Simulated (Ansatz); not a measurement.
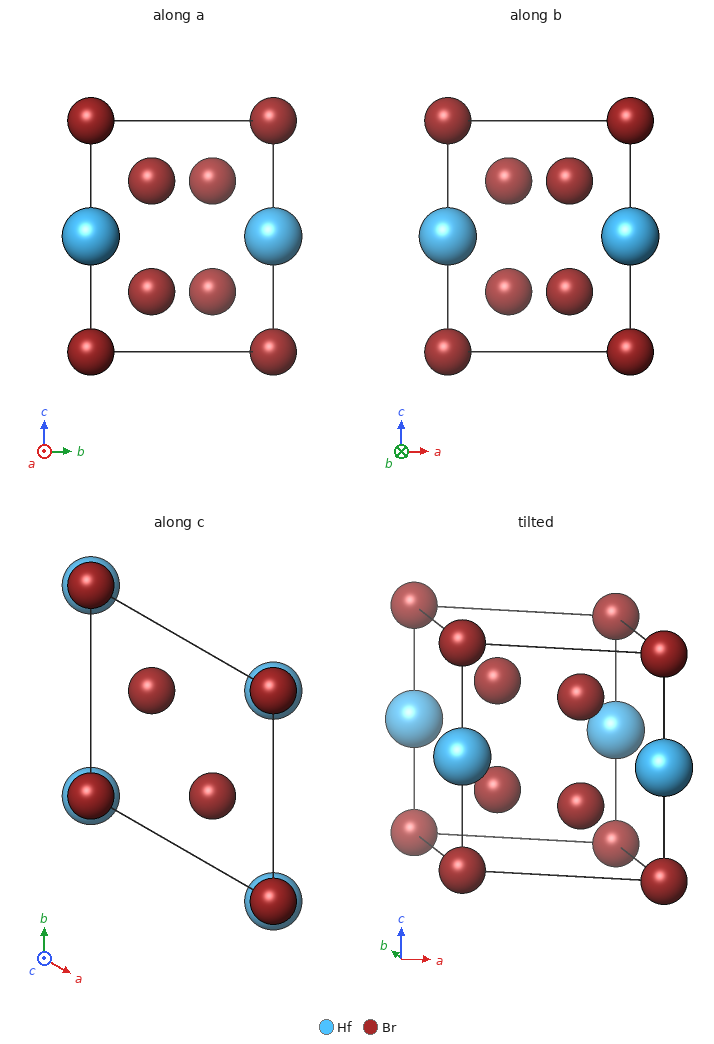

A spheres-only rendering, viewed along the a axis, along the b axis, along the c axis and slightly off an axis. The conventional unit cell is outlined; an atom on or near a face, edge or corner is repeated at each equivalent position.

Lattice parameters: a = 5.3796 Å, b = 5.3796 Å, c = 5.9043 Å, α = 90.000°, β = 90.000°, γ = 120.000°.

### Write down what is shown as a CIF with its space group and independent sites, with free fractional coordinates to two decimals.

```cif
data_structure
_symmetry_space_group_name_H-M 'P 6/m m m'
_symmetry_Int_Tables_number 191
_cell_length_a 5.3796
_cell_length_b 5.3796
_cell_length_c 5.9043
_cell_angle_alpha 90.000
_cell_angle_beta 90.000
_cell_angle_gamma 120.000
_cell_volume 147.98
loop_
_atom_site_label
_atom_site_type_symbol
_atom_site_symmetry_multiplicity
_atom_site_Wyckoff_symbol
_atom_site_fract_x
_atom_site_fract_y
_atom_site_fract_z
_atom_site_occupancy
Hf1 Hf 1 b 0.00 0.00 0.50 1
Br1 Br 4 h 0.6667 0.3333 0.74 1
Br2 Br 1 a 0.00 0.00 0.00 1
```

The cell started as a structure type filled with these elements by a generator (whether the compound takes this form wasn't checked). Earlier steps of the study, as a rule a relaxation of our own, may have changed the cell and positions, so they can lie some per cent off the listed ones. It went into a calculation with Ansatz.
